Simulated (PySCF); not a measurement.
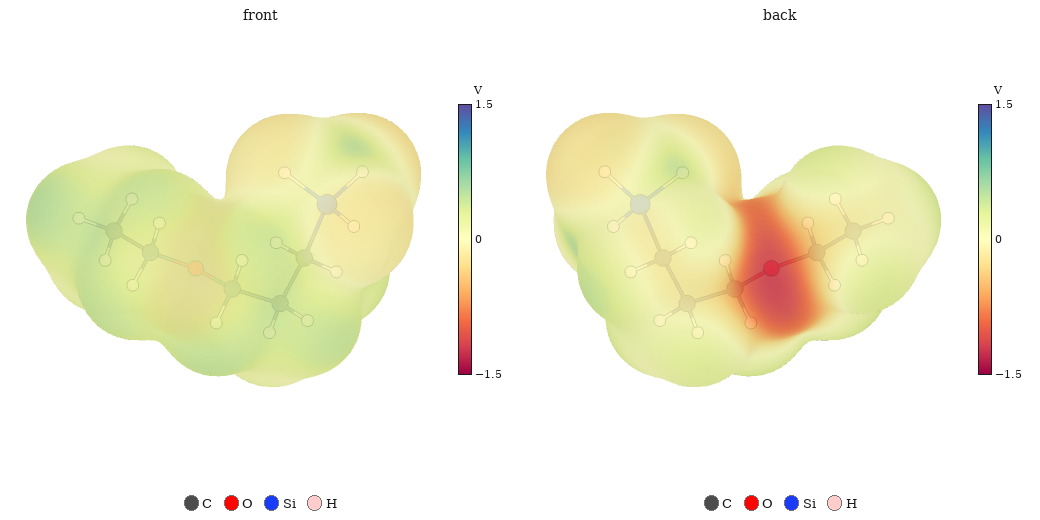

Figure 1: C$_{5}$H$_{14}$OSi (SMILES CCOCCC[SiH3]). The molecular electrostatic potential painted on the density surface at 0.001 e/bohr³, seen from the front and from behind; the colour scale runs from red (negative) to blue (positive).

Geometry: GFN2-xTB.

Computed with PBE0/pcSseg-1, SCF density, gas phase, non-relativistic (PySCF 2.14.0).

```yaml
atoms:
  - { symbol: C, position_ang: [-2.9473, 0.6048, 1.0047] }
  - { symbol: C, position_ang: [-2.1065, -0.3786, 0.2071] }
  - { symbol: O, position_ang: [-0.9689, 0.2905, -0.2809] }
  - { symbol: C, position_ang: [-0.1184, -0.5347, -1.0374] }
  - { symbol: C, position_ang: [1.0936, 0.2708, -1.4875] }
  - { symbol: C, position_ang: [1.8909, 0.8306, -0.3120] }
  - { symbol: Si, position_ang: [2.6280, -0.4802, 0.8513] }
  - { symbol: H, position_ang: [-2.3632, 1.0048, 1.8287] }
  - { symbol: H, position_ang: [-3.8292, 0.1068, 1.3977] }
  - { symbol: H, position_ang: [-3.2556, 1.4292, 0.3677] }
  - { symbol: H, position_ang: [-1.7990, -1.2253, 0.8434] }
  - { symbol: H, position_ang: [-2.6907, -0.7874, -0.6342] }
  - { symbol: H, position_ang: [0.2058, -1.3970, -0.4321] }
  - { symbol: H, position_ang: [-0.6599, -0.9266, -1.9155] }
  - { symbol: H, position_ang: [0.7412, 1.0948, -2.1132] }
  - { symbol: H, position_ang: [1.7257, -0.3761, -2.0998] }
  - { symbol: H, position_ang: [1.2377, 1.4942, 0.2556] }
  - { symbol: H, position_ang: [2.6953, 1.4523, -0.7115] }
  - { symbol: H, position_ang: [3.2134, -1.5666, 0.0579] }
  - { symbol: H, position_ang: [1.6214, -1.0392, 1.7566] }
  - { symbol: H, position_ang: [3.6768, 0.1498, 1.6573] }
```

Where is the surface potential most negative and most positive?

The most negative region (about −1.2 V) lies over O3, the most positive (about +0.5 V) over C2, Si7 and H9. O3 is the likeliest acceptor of a hydrogen bond.
